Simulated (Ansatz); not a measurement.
# Lattice dynamics of AlBP2 (built on the sites of a database entry of BP)

Task: relax AlBP2 (built on the sites of a database entry of BP), then find its harmonic phonons.

Main program and level: Ansatz 0.2.0; DFT PBEsol, scalar-relativistic, plane waves, norm-conserving pseudopotentials.

The structure was built from a prototype and need not be the compound's stable phase.

**1. Set-up**

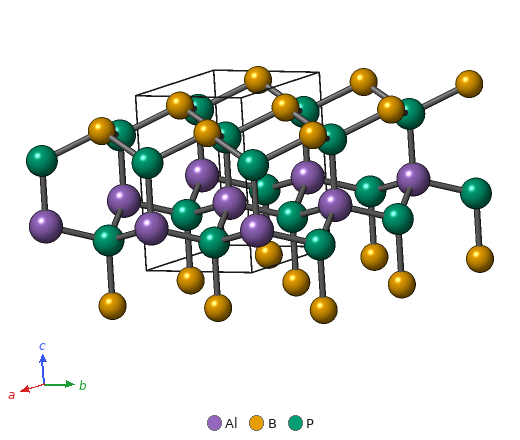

Start, viewed from a free direction; aluminium purple, boron orange, phosphorus teal. 3×3×1 cells are drawn. Some periodic images of atoms are drawn too.

**2. Rough relaxation**

A rough relaxation comes first, because large forces or stress need no tight tolerances yet.

Input file input.yaml:

```yaml
crystal:
  lattice:
    - [3.43627, 0.0, 0.0]
    - [-1.71814, 2.9759, 0.0]
    - [0.0, 0.0, 5.70149]
  atoms:
    - { symbol: Al, position: [0.66666667, 0.33333333, 0.50040734] }
    - { symbol: B, position: [0.33333333, 0.66666667, 0.00040734] }
    - { symbol: P, position: [0.66666667, 0.33333333, 0.87459266] }
    - { symbol: P, position: [0.33333333, 0.66666667, 0.37459266] }
kpoints:
  mp_grid: { grid: [6, 6, 4] }
hamiltonian:
  xc: pbesol
  pseudopotentials: { kind: nc }
scf:
  occupations: { method: gaussian, width: 0.1 }
output:
  forces: true
  stress: true
  eigenvalues: true
relax:
  adjacent_minimum: "off"
  f_tol: 0.05
  max_steps: 80
  cell: { stress_tol: 0.5 }
```

Launch:

```
> ansatz run input.yaml --threads 4 --pin off --max-ram 7168MiB --backend cpu --events-out ev --progress --plain --runs-dir out
```

Numbers of over 12 decimals in the logs are rounded to 6 here.

The log of the run:

```text
The last accepted step is kept in <dir> (removed where the run ends without a failure and the disk answers)
Engine: ansatz 0.2.0, aarch64-unknown-linux-gnu
Pseudopotentials: kind: nc
Pseudopotential: Al, nc, valence charge 3, recommended cutoff 544.227725 eV (normal), Al.nc.azcp (PseudoDojo's, or run here from an input of PseudoDojo's: the run reads no file of this project's for it)
[...]
cell:  # Å, volume = 63.3383 Å³
    - [3.494272, 2.935476042736667e-6, 0]
    - [-1.747138, 3.026126, 7.43050762030571e-18]
    - [0, 1.423601763661466e-17, 5.989936]
  atoms:
    - { symbol: Al, position: [0.666667, 0.333333, 0.506306] }
    - { symbol: B, position: [0.333333, 0.666667, 0.00490293] }
    - { symbol: P, position: [0.666667, 0.333333, 0.903228] }
    - { symbol: P, position: [0.333333, 0.666667, 0.335563] }
[key lines of the parts left out:]
SCF converged after 4 iterations
Free energy (F): -520.486073 eV
Fermi energy:    7.818732 eV
P = ⅓ Tr σ = -0.2908 GPa (-2.908 kbar)
```

The job ended after 16 s (4 threads of Arm Neoverse N1, shared host; peak memory 0.42 GiB).

Relaxation path:

| step | energy less that of the first step (eV) | largest force component (eV/Å) | pressure (GPa) | volume (Å³) |
| --- | --- | --- | --- | --- |
| 1 | 0.0000 | 4.5876 | 17.61 | 58.30 |
| 2 | -0.9907 | 1.2248 | 2.40 | 62.27 |
| 3 | -1.1311 | 0.4030 | -1.87 | 63.90 |
| 4 | -1.1441 | 0.0367 | -0.30 | 63.34 |
| 5* | -1.1447 | 0.0367 | -0.29 | 63.34 |

Relaxation steps marked * repeat the geometry before them on a plane-wave basis chosen anew for their cell, so energy and pressure can jump there.

The run keeps the 6 symmetry operations that it works with, so distortions that break them were not tested.

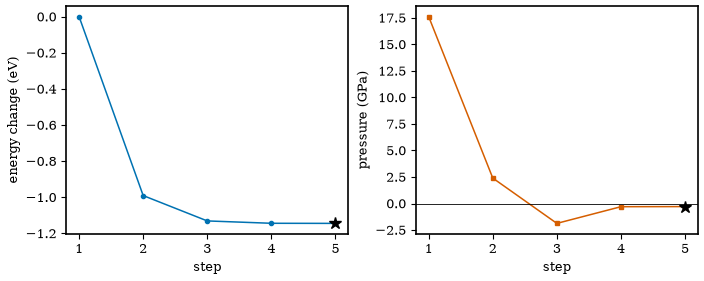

Energy and pressure along the relaxation. Stars mark steps on a basis chosen anew.

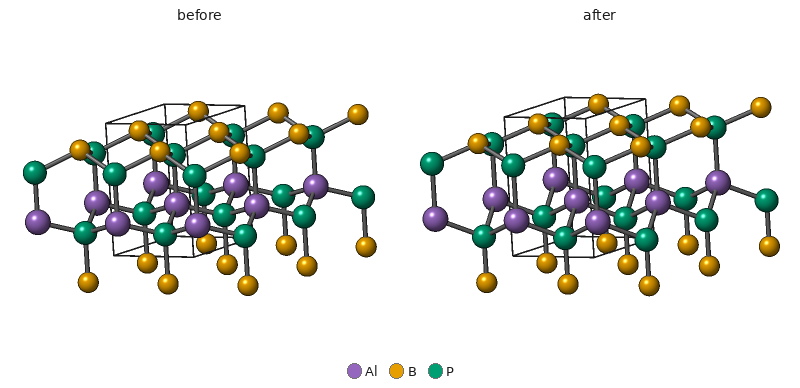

Before and after, at one scale.

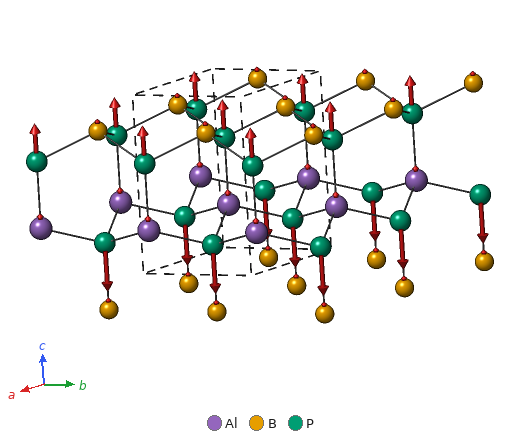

Displacements in the relaxation, exaggerated, measured against the changing cell; the longest in the cell stands for 0.23 Å. 3×3×1 cells are drawn. Some periodic images of atoms are drawn too.

| conventional cell, symmetrised | before | after | change |
| --- | --- | --- | --- |
| a (Å) | 3.436 | 3.494 | +1.7 % |
| b (Å) | 3.436 | 3.494 | +1.7 % |
| c (Å) | 5.701 | 5.990 | +5.1 % |
| volume (Å³/atom) | 14.58 | 15.83 | +8.6 % |

The atoms that moved most (Å, as changes of fractional coordinates times the final cell):

| atom | dx | dy | dz | length |
| --- | --- | --- | --- | --- |
| P4 | 0.000 | 0.000 | -0.234 | 0.234 |
| P3 | 0.000 | 0.000 | 0.172 | 0.172 |
| Al1 | 0.000 | 0.000 | 0.035 | 0.035 |
| B2 | 0.000 | 0.000 | 0.027 | 0.027 |

A gap read on the k-mesh alone can miss the band edges.

Numbers from this step:

```yaml
pressure: -0.2908 GPa
volume_per_atom: 15.83 Å³
gap_on_the_k_mesh: 0.4655 eV
direct_gap_on_mesh: 1.199 eV
```

In this step the volume went from 14.58 to 15.83 Å³/atom.

**3. Bringing the structure to rest**

Harmonic phonons are second derivatives at a point where the forces vanish, and they are wanted at zero stress, so atoms and cell are relaxed first.

Input file input.yaml:

```yaml
crystal:
  lattice:
    - [3.4942715679, 2.9355e-06, 0.0]
    - [-1.7471383262, 3.0261264778, 0.0]
    - [0.0, 0.0, 5.9899360317]
  atoms:
    - { symbol: Al, position: [0.6666666667, 0.3333333333, 0.5063055596] }
    - { symbol: B, position: [0.3333333333, 0.6666666667, 0.0049029271] }
    - { symbol: P, position: [0.6666666667, 0.3333333333, 0.9032284421] }
    - { symbol: P, position: [0.3333333333, 0.6666666667, 0.3355630712] }
kpoints:
  mp_grid: { grid: [12, 12, 6] }
hamiltonian:
  xc: pbesol
  pseudopotentials: { kind: nc }
scf:
  occupations: { method: gaussian, width: 0.02 }
output:
  forces: true
  stress: true
  eigenvalues: true
relax:
  adjacent_minimum: "off"
  f_tol: 0.005
  max_steps: 80
  cell: { stress_tol: 0.05 }
```

The log of the run:

```text
[...]
Crystal: 4 atoms, lattice volume = 63.338 Å³
Basis set: ecut = 1034.032677 eV, 4729 PW (Γ), exchange–correlation on 80×80×128 points (8 copies of the dense FFT grid, shifted against one another)
Bands: 12, of which v1, the nominal top of the filled ones, is band 8 counted from 1 (7 counted from 0)
Symmetry: 6 space group operations
[...]
cell:  # Å, volume = 63.0827 Å³
    - [3.487261, 2.929628925719896e-6, -1.0076688383814027e-19]
    - [-1.743633, 3.020055, -1.1061094756787526e-19]
    - [-1.7273593110923266e-19, -3.1867341731102524e-19, 5.989775]
  atoms:
    - { symbol: Al, position: [0.666667, 0.333333, 0.506829] }
    - { symbol: B, position: [0.333333, 0.666667, 0.00498248] }
    - { symbol: P, position: [0.666667, 0.333333, 0.903159] }
    - { symbol: P, position: [0.333333, 0.666667, 0.335030] }
[key lines of the parts left out:]
SCF converged after 5 iterations
Free energy (F): -520.506994 eV
Fermi energy:    7.821641 eV
P = ⅓ Tr σ = -0.0004 GPa (-0.004 kbar)
```

The job ended after 62 s (4 threads; peak memory 0.59 GiB; 4 min of CPU time).

The steps of the relaxation:

| step | energy less that of the first step (eV) | largest force component (eV/Å) | pressure (GPa) | volume (Å³) |
| --- | --- | --- | --- | --- |
| 1 | 0.0000 | 0.0480 | -0.37 | 63.34 |
| 2 | -0.0004 | 0.0405 | -0.14 | 63.16 |
| 3 | -0.0005 | 0.0137 | 0.05 | 63.06 |
| 4 | -0.0005 | 0.0026 | 0.00 | 63.08 |
| 5* | -0.0005 | 0.0026 | 0.00 | 63.08 |

Relaxation steps marked * repeat the geometry before them on a plane-wave basis chosen anew for their cell, so energy and pressure can jump there.

The run keeps the 6 symmetry operations that it works with, so distortions that break them were not tested.

| conventional cell, symmetrised | before | after | change |
| --- | --- | --- | --- |
| a (Å) | 3.494 | 3.487 | -0.2 % |
| b (Å) | 3.494 | 3.487 | -0.2 % |
| c (Å) | 5.990 | 5.990 | -0.0 % |
| volume (Å³/atom) | 15.83 | 15.77 | -0.4 % |

Numbers from this step:

| Item | Value |
| --- | --- |
| pressure | -3.97e-4 GPa |
| gap on the k-mesh | 0.3154 eV |
| volume per atom | 15.77 Å³ |
| direct gap on mesh | 1.212 eV |

In this step the volume went from 15.83 to 15.77 Å³/atom.

**4. Relaxing to small forces for the phonons**

Phonons need a cell at rest on their own settings, so the relaxation is repeated with tight tolerances on forces and stress on the k mesh and occupations of the first response run.

input.yaml, the sections that differ from step 3:

```yaml
crystal:
  lattice:
    - [3.4872606955, 2.9296e-06, 0.0]
    - [-1.7436328849, 3.0200548871, 0.0]
    - [0.0, 0.0, 5.9897752338]
  atoms:
    - { symbol: Al, position: [0.6666666667, 0.3333333333, 0.5068290715] }
    - { symbol: B, position: [0.3333333333, 0.6666666667, 0.0049824776] }
    - { symbol: P, position: [0.6666666667, 0.3333333333, 0.9031585388] }
    - { symbol: P, position: [0.3333333333, 0.6666666667, 0.3350299121] }
scf:
  occupations: { method: fixed }
relax:
  adjacent_minimum: "off"
  f_tol: 0.001
  max_steps: 60
  cell: { stress_tol: 0.01 }
# kpoints, hamiltonian, output: as in step 3
```

The log of the run:

```text
[...]
Crystal: 4 atoms, lattice volume = 63.083 Å³
Basis set: ecut = 1034.032677 eV, 4729 PW (Γ), exchange–correlation on 80×80×128 points (8 copies of the dense FFT grid, shifted against one another)
Bands: 12, of which v1, the nominal top of the filled ones, is band 8 counted from 1 (7 counted from 0)
Symmetry: 6 space group operations
[...]
--- Relaxed structure (3 steps of the walk, 3 accepted, 1 SCFs on fresh bases) ---
[...]
cell:  # Å, volume = 63.0813 Å³
    - [3.487204, 2.9295762543711816e-6, 0]
    - [-1.743604, 3.020005, 0]
    - [0, 0, 5.989840]
  atoms:
    - { symbol: Al, position: [0.666667, 0.333333, 0.506846] }
    - { symbol: B, position: [0.333333, 0.666667, 0.00496087] }
    - { symbol: P, position: [0.666667, 0.333333, 0.903157] }
    - { symbol: P, position: [0.333333, 0.666667, 0.335036] }
[key lines of the parts left out:]
SCF converged after 7 iterations
Free energy (F): -520.506994 eV
Fermi energy:    7.665254 eV
P = ⅓ Tr σ = -0.0006 GPa (-0.006 kbar)
```

It took 50 s on 4 threads; peak memory 0.58 GiB; 3.3 min of CPU time.

Little changed from the start: no atom moved by 0.005 Å and no cell edge by 0.1 %.

Numbers from this step:

```yaml
pressure: -6.04e-4 GPa
gap_on_the_k_mesh: 0.3148 eV
```

The largest force component left is 0.46 meV/Å and the pressure is -0.001 GPa, within the tolerances set. The cell now holds 15.77 Å³/atom.

**5. Zone-centre response**

The zone centre comes first: it holds the modes that light can see, as far as symmetry allows. The response to a homogeneous field gives the Born charges and the dielectric tensor.

input.yaml, the sections that differ from step 4:

```yaml
crystal:
  lattice:
    - [3.4872035815, 2.9296e-06, 0.0]
    - [-1.7436043278, 3.0200054249, 0.0]
    - [0.0, 0.0, 5.9898400122]
  atoms:
    - { symbol: Al, position: [0.6666666667, 0.3333333333, 0.5068462916] }
    - { symbol: B, position: [0.3333333333, 0.6666666667, 0.0049608715] }
    - { symbol: P, position: [0.6666666667, 0.3333333333, 0.9031568127] }
    - { symbol: P, position: [0.3333333333, 0.6666666667, 0.3350360242] }
output:
  eigenvalues: true
phonons:
  method: dfpt
  dielectric: true
  rigid_motions: translations
# kpoints, hamiltonian, scf: as in step 4
# relax: removed
```

The log of the run:

```text
[...]
Crystal: 4 atoms, lattice volume = 63.081 Å³
Basis set: ecut = 1034.032677 eV, 4729 PW (Γ), exchange–correlation on 80×80×128 points (8 copies of the dense FFT grid, shifted against one another)
Bands: 12, of which v1, the nominal top of the filled ones, is band 8 counted from 1 (7 counted from 0)
Symmetry: 6 space group operations
k-points: 242 of 864 (irreducible under 2 space group operations, time reversal used)
[...]
SCF iter   1: F=—  HF=-521.359076 eV  |F-HF|=—  |Δ(HF+E_count)|=         —  Δρ=5.71e-2  dr2=2.59e0  ethr=3.10e-3  ⟨swp⟩=5.2  Hψ=17791  notcnv=0  defer=402
[...]
SCF iter  11: F=-520.506994 eV  HF=-520.506994 eV  |F-HF|=1.36e-12  |Δ(HF+E_count)|=  1.12e-10  Δρ=8.84e-8  dr2=5.19e-12  ethr=1.00e-12  ⟨swp⟩=10.5  Hψ=24448  notcnv=0
SCF 1 converged in 11 iterations: F = -520.506994 eV  dr2 = 5.19e-12
NSCF: frozen V_eff on 110 k-points
DFPT response loops at Γ: preconditioner auto → Resta (q_TF=auto, 2.171 Å⁻¹)  ε∞=13.8 (no band partly filled); β = 1.00, the filter's whole step (`scf.mixing.beta` (0.50) is not read by the response loops at its default; to damp them type it under 1.00, their step now; it binds the ground state too); Broyden in place of MSR1
── the response to a field inside a basis, on 12×12×6 k-points: an SCF that follows is theirs, and a resumed run solves both again ──
Bands: 9, of which v1, the nominal top of the filled ones, is band 8 counted from 1 (7 counted from 0)
k-points: 234 of 864 (irreducible under 2 space group operations, time reversal used)
[...]
Eigensolver: Dense (234 Hₖ)
SCF iter   1: F=—  HF=-520.504848 eV  |F-HF|=—  |Δ(HF+E_count)|=         —  Δρ=4.76e-5  dr2=3.37e-7  ethr=1.00e-1
[...]
SCF iter   2: F=-520.504849 eV  HF=-520.504849 eV  |F-HF|=1.47e-7  |Δ(HF+E_count)|=   4.33e-7  Δρ=2.37e-5  dr2=7.79e-8  ethr=2.11e-9
SCF 1 converged in 2 iterations: F = -520.504849 eV  dr2 = 7.79e-8
[...]
WARN: field response: ε∞ stands inside a basis, on 12×12×6 points; the force constants stand on the 12×12×6 k-mesh, whose period is 12.12 times the interband length at k = (0.0000, 0.0000, 0.0000), direct gap 1.212 eV, under 14: take them and everything formed from them as unconverged, and compare with a denser kpoints.mp_grid
SCF converged after 11 iterations
Free energy (F): -520.506994 eV
[...]
Internal energy: -520.506994 eV  (E = F + TS)
E sigma→0 (E₀):  -520.506994 eV
Fermi energy:    7.665254 eV
[...]
--- Band table (eV; the first three rows and the last of 242) ---
  k-point 0: bands = [... 4 lower, 5.2218, 6.4317, 7.6653, 7.6653, 8.8772, 9.6736, 10.1772, 10.1772]
  k-point 1: bands = [... 4 lower, 5.2453, 5.6250, 7.5922, 7.5922, 8.9686, 10.1237, 10.2414, 10.2414]
  k-point 2: bands = [... 4 lower, 5.2955, 5.2955, 7.4493, 7.4493, 9.0755, 10.3775, 10.3775, 10.5175]
  k-point 241: bands = [... 4 lower, 2.2030, 3.6625, 3.9945, 5.2191, 9.0750, 10.5161, 11.3999, 11.8973]
--- Phonons (Γ-DFPT): 8 representative perturbations + reference, on 242 of 864 k-points (Σ response iterations 24) ---
  k mesh reduced under 2 symmetry operations, with k and −k counted as one. Each operation leaves every solved perturbation unchanged. A smaller set is not considered because the run solves the response to a homogeneous field
  ASR residual: 3.034e-5 → 0.000e0 eV/Å²; symmetrization residual: 2.941e-5 eV/Å²
  ASR residual per site (eV/Å²): 1.42e-5 3.03e-5 2.92e-5 2.83e-5
  Γ frequencies (cm⁻¹): 0.00 0.00 0.00 120.23 120.23 434.15 481.42 481.42 483.46 582.96 582.96 695.04
  ε∞ (high-frequency dielectric tensor):
        9.868731    -0.000000    -0.000000
       -0.000000     9.868731     0.000000
       -0.000000     0.000000    10.580021
  ε⁰ (static dielectric tensor: ions relaxed, cell fixed):
       10.766576    -0.000000    -0.000000
       -0.000000    10.766576     0.000000
       -0.000000     0.000000    11.713651
  ε⁰ − ε∞ (ionic part):
        0.897845    -0.000000     0.000000
       -0.000000     0.897845     0.000000
        0.000000     0.000000     1.133630
  softest optical mode at Γ: 120.23 cm⁻¹; the repairs (sum rule, projections) moved no ω² at Γ by more than (3.11 cm⁻¹)²
  Born effective charges Z* (e; rows j = field, columns β = displacement):
    site 0:
         1.83459   -0.00000   -0.00000
        -0.00000    1.83459    0.00000
        -0.00000    0.00000    2.18730
    site 1:
         0.57457   -0.00000   -0.00000
         0.00000    0.57457   -0.00000
         0.00000   -0.00000    0.66862
    site 2:
        -0.74373    0.00000    0.00000
         0.00000   -0.74373   -0.00000
         0.00000   -0.00000   -0.53148
    site 3:
        -1.66544    0.00000   -0.00000
         0.00000   -1.66544    0.00000
        -0.00000    0.00000   -2.32445
  Z* charge neutrality: 4.367e-3 e pre-enforcement
  solved inside a basis spanned on kpoints, on 12×12×6 k-points, its susceptibility summed on 16×16×8: ε∞ is read to err by 5.6e-2, Z* by 2.0e-2 e (field_mesh: kpoints solves on kpoints); Z* is corrected for what the basis lacks
  optical modes at Γ without the LO–TO term, one row a degenerate level:
      ω (cm⁻¹)  modes    IR ((D/Å)²/amu)
        120.23      2             0.0865
        434.15      1             0.8323
        481.42      2             8.5345
        483.46      1             5.2646
        582.96      2             3.4998
        695.04      1             3.1829
  optical modes at Γ + LO–TO along q̂ = [1.0000, 0.0000, 0.0000]:
      ω (cm⁻¹)  modes    IR ((D/Å)²/amu)
        120.23      1             0.0433
        120.79      1             0.0367
        434.15      1             0.8323
        481.42      1             4.2673
        483.46      1             5.2646
        495.50      1             3.7442
        582.96      1             1.7499
        588.82      1             2.2795
        695.04      1             3.1829
  optical modes at Γ + LO–TO along q̂ = [0.0000, 1.0000, 0.0000]:
      ω (cm⁻¹)  modes    IR ((D/Å)²/amu)
        120.23      1             0.0433
        120.79      1             0.0367
        434.15      1             0.8323
        481.42      1             4.2673
        483.46      1             5.2646
        495.50      1             3.7442
        582.96      1             1.7499
        588.82      1             2.2795
        695.04      1             3.1829
  optical modes at Γ + LO–TO along q̂ = [0.0000, 0.0000, 1.0000]:
      ω (cm⁻¹)  modes    IR ((D/Å)²/amu)
        120.23      2             0.0865
        436.30      1             0.4064
        481.42      2             8.5345
        500.54      1             5.1789
        582.96      2             3.4998
        702.90      1             3.6945
```

Elapsed: 5.4 min, on 4 threads; peak memory 3.2 GiB.

Reading the cycles: dr2 is the Hartree energy of the density residual (eV), the measure of convergence; HF is the Harris–Foulkes estimate of the energy, which meets the free energy F at convergence.

Numbers from this step:

```yaml
sum_rule_residual_before_enforcement: 3.03e-5 eV/Å²
miss_of_the_charge_sum_rule: 0.004367 e
estimated_error_of_the_dielectric_tensor: 0.05643
estimated_error_of_the_born_charges: 0.02003 e
point_group: 3m
highest_optical_mode_at_the_zone_centre_no_lo_to_term: 695.0 cm⁻¹
lowest_optical_zone_centre_mode: 120.2 cm⁻¹
mean_high_frequency_dielectric_constant: 10.11
largest_born_charge_third_of_the_trace: 1.952 e
mean_static_dielectric_constant: 11.08
top_of_the_zone_centre_spectrum_with_the_field: 702.9 cm⁻¹
```

Without the LO-TO term. Patterns of degenerate modes are one choice out of their space. Modes at Γ, with each element's share of the kinetic energy:

| mode | frequency (cm⁻¹) | symmetry | Al % | B % | P % |
| --- | --- | --- | --- | --- | --- |
| 1 | 0.0 | acoustic | 27 | 11 | 62 |
| 2 | 0.0 | acoustic | 27 | 11 | 62 |
| 3 | 0.0 | acoustic | 27 | 11 | 62 |
| 4 | 120.2 | E | 20 | 13 | 68 |
| 5 | 120.2 | E | 20 | 13 | 68 |
| 6 | 434.1 | A1 | 0 | 0 | 100 |
| 7 | 481.4 | E | 53 | 1 | 46 |
| 8 | 481.4 | E | 53 | 1 | 46 |
| 9 | 483.5 | A1 | 73 | 7 | 21 |
| 10 | 583.0 | E | 1 | 75 | 24 |
| 11 | 583.0 | E | 1 | 75 | 24 |
| 12 | 695.0 | A1 | 0 | 82 | 17 |

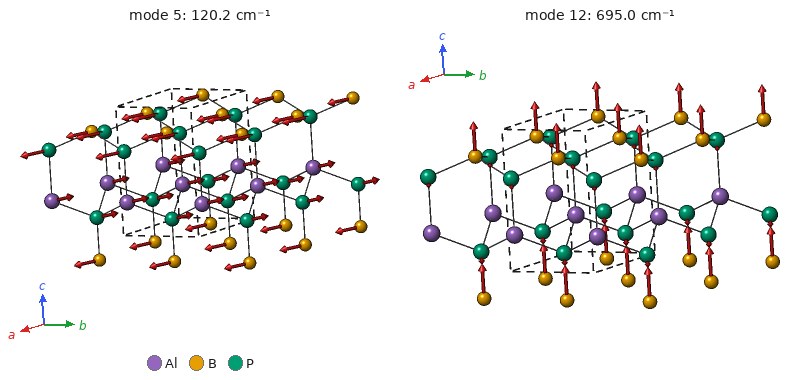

Displacement patterns of modes 5 and 12 at Γ; arrows are exaggerated. 3×3×1 cells are drawn. Some periodic images of atoms are drawn too.

Optical modes at the zone centre, without and with the macroscopic field of the longitudinal modes; each column is sorted by frequency, so a row need not hold one and the same mode. Modes with and without the field, by row:

| rank among optical modes | no field (cm⁻¹) | q along (1, 0, 0) (cm⁻¹) | q along (0, 0, 1) (cm⁻¹) |
| --- | --- | --- | --- |
| 1 | 120.2 | 120.2 | 120.2 |
| 2 | 120.2 | 120.8 | 120.2 |
| 3 | 434.1 | 434.1 | 436.3 |
| 4 | 481.4 | 481.4 | 481.4 |
| 5 | 481.4 | 483.5 | 481.4 |
| 6 | 483.5 | 495.5 | 500.5 |
| 7 | 583 | 583 | 583 |
| 8 | 583 | 588.8 | 583 |
| 9 | 695 | 695 | 702.9 |

Born charge (rows field, columns displacement) (e), principal values of the symmetric part by kind of site:

| atom | atoms with these values | low | middle | high | mean |
| --- | --- | --- | --- | --- | --- |
| Al1 | 1 | 1.83 | 1.83 | 2.19 | 1.95 |
| B2 | 1 | 0.57 | 0.57 | 0.67 | 0.61 |
| P3 | 1 | -0.74 | -0.74 | -0.53 | -0.67 |
| P4 | 1 | -2.32 | -1.67 | -1.67 | -1.89 |

In full for P4:

```
-1.67  0.00  0.00
 0.00 -1.67  0.00
 0.00  0.00 -2.32
```

High-frequency dielectric tensor:

```
 9.87  0.00  0.00
 0.00  9.87  0.00
 0.00  0.00 10.58
```

Static dielectric tensor (ions relaxed, fixed cell):

```
10.77  0.00  0.00
 0.00 10.77  0.00
 0.00  0.00 11.71
```

Transverse modes. Infrared lines, with heights relative to the strongest:

| position (cm⁻¹) | label | relative intensity |
| --- | --- | --- |
| 120 | E | 1.0 |
| 434 | A1 | 10 |
| 481 | E | 100 |
| 484 | A1 | 62 |
| 583 | E | 41 |
| 695 | A1 | 37 |

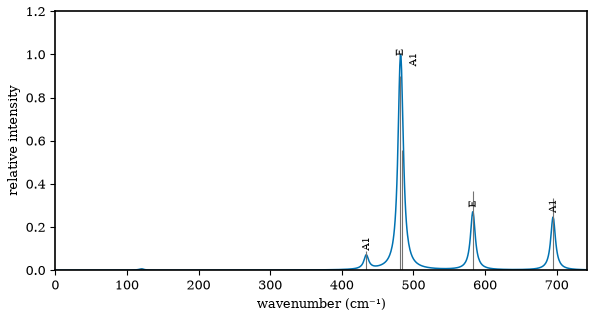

The infrared spectrum, broadened with Lorentzians of width 8 cm⁻¹; bars mark the lines.

Before it was imposed, the acoustic sum rule was missed by 3.0e-5 eV/Å² and the charge sum rule by 0.0044 e. Small misses are needed for a sound result but don't prove that mesh and cutoff are converged. The lowest optical mode is real, 120 cm⁻¹.

The log warns of the k mesh: “the force constants stand on the 12×12×6 k-mesh, whose period is 12.12 times the interband length at k = (0.0000, 0.0000, 0.0000), direct gap 1.212 eV, under 14: take them and everything formed from them as unconverged”.

(Continued in part 2 of 2.)

[Logs are printed without paths, hosts, clocks, repeated set-up lines and the standing remarks that a program may print on its own settings, such as how far it seeks lower states.]

[Hosts, paths, dates, database ids (printed as entryN), source tags and the programs' standing remarks are cut or masked in the printed files.]
